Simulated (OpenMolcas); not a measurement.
**Zr²⁺ among point charges: CASSCF levels, g values and susceptibility**

How does a field of 6 point charges split the states of Zr²⁺, and what g values and χT follow?

Method: state-averaged CASSCF, spin-orbit coupling by RASSI with atomic mean-field integrals. Code: OpenMolcas 26.06.

### 1 Starting point

| Property | Result |
| --- | --- |
| Species | Zr²⁺ (zirconium, Z = 40, 38 electrons) |
| Basis | ANO-RCC-VDZP [6s5p3d1f], 43 functions |
| Scalar Hamiltonian | DKH2, point nucleus |
| Inactive shells | 1s 2s 2p 3s 3p 3d 4s 4p |
| Active space | 2 electrons in 5 orbitals (4d) |
| Some configurations of this space | 4d2 |
| Orbitals | optimised for each spin and parity, averaged over all roots |

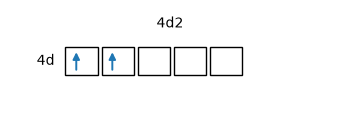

Occupation of the outer shells (arrows by Hund's rule).

The ion sits among 6 point charges of -1.7 e arranged as an octahedron (Oh), 1.99 Å from the ion. The active orbitals were held to one l.

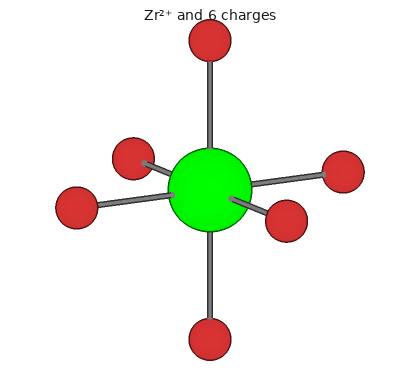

The ion and the point charges (red).

Each step is its own input file, run in one work folder so that later steps find the files of earlier ones. Only the result sections of each output are shown. Labels, J, g values, rates, χT and fits are worked out afterwards by a script from the matrices that RASSI stores. The input lists half of the charges; inversion (Group=XYZ) makes the rest.

### 2 One- and two-electron integrals

Input file a.inp:

```
&GATEWAY
Coord
1

Zr 0.0 0.0 0.0
Basis=ANO-RCC-VDZP
Group=XYZ
NoMove
AngMom=0.0 0.0 0.0
AMFI
XField
3 Angstrom 0
1.990000 0.000000 0.000000 -1.700000
0.000000 1.990000 0.000000 -1.700000
0.000000 0.000000 1.990000 -1.700000
&SEWARD
```

Command:

```console
> OMP_NUM_THREADS=1 MOLCAS_MEM=1689 MOLCAS_PROJECT=a pymolcas a.inp > a.log
```

### 3 CASSCF: triplets of even parity, 10 roots

Input file a.inp:

```
&RASSCF
FileOrb=start.orb
Symmetry=1
Spin=3
nActEl=2 0 0
Inactive=9 9
Ras2=5 0
CIRoot=10 10 1
SDav=10
CIMx=300
Iter=120 100
PrWF=0.3
OrbListing=Nothing
MaxOrb=0
SupSym
1
15 4 5 6 7 8 10 11 12 13 14 17 18 19 20 21
0
>>> COPY $Project.JobIph JOB001
```

start.orb holds the contracted functions of the basis, ordered by shell, or the orbitals of the step before.

### 4 CASSCF: singlets of even parity, 15 roots

Input file a.inp:

```
&RASSCF
FileOrb=start.orb
Symmetry=1
Spin=1
nActEl=2 0 0
Inactive=9 9
Ras2=5 0
CIRoot=15 15 1
SDav=15
CIMx=300
Iter=120 100
PrWF=0.3
OrbListing=Nothing
MaxOrb=0
SupSym
1
15 4 5 6 7 8 10 11 12 13 14 17 18 19 20 21
0
>>> COPY $Project.JobIph JOB002
```

### 5 RASSI: spin-orbit coupling between the states

Input file a.inp:

```
&RASSI
NrOfJobIphs=2 10 15
1 2 3 4 5 6 7 8 9 10
1 2 3 4 5 6 7 8 9 10 11 12 13 14 15
IphNames
JOB001
JOB002
EJob
SpinOrbit
DIPRint=1.0
SOCoupling=1000.0
Subsets=2
Property=9
'ANGMOM' 1 'ANGMOM' 2 'ANGMOM' 3 'MLTPL  1' 1 'MLTPL  1' 2 'MLTPL  1' 3
'AMFI' 1 'AMFI' 2 'AMFI' 3
SOProperty=3
'ANGMOM' 1 'ANGMOM' 2 'ANGMOM' 3
```

Before running it: what results should come out? Wanted: spin-free ground state; first state of the same spin; lowest level; next level.

As calculated:

```
                    quantity                            value
                      method                           CASSCF
      spin-free ground state  3T1, 3-fold in its orbital part
first state of the same spin                3T2 at 29600 cm⁻¹
                lowest level   2-fold E, g = 0.00, 0.00, 0.00
                  next level                         3.1 cm⁻¹
                 χT at 300 K                   0.90 cm³ K/mol
   effective moment at 300 K                          2.68 μB
```

What this shows: The spin-free ground state (3T1) comes to 85 % from free-ion F terms and keeps the highest spin of the shell. χT at 300 K is 0.90, against 1.00 cm³ K/mol for the spin alone, so orbital moment lowers it. A ligand-field fit to the states below 45000 cm-1 gives 10Dq = 31254 cm-1, B = 515 cm-1 and C = 1874 cm-1 (C/B = 3.64), with a deviation of 165 cm-1. Point charges give too small a field for d ions at true ligand charges. Point charges carry no covalency, so the field is a model and not that of real ligands.
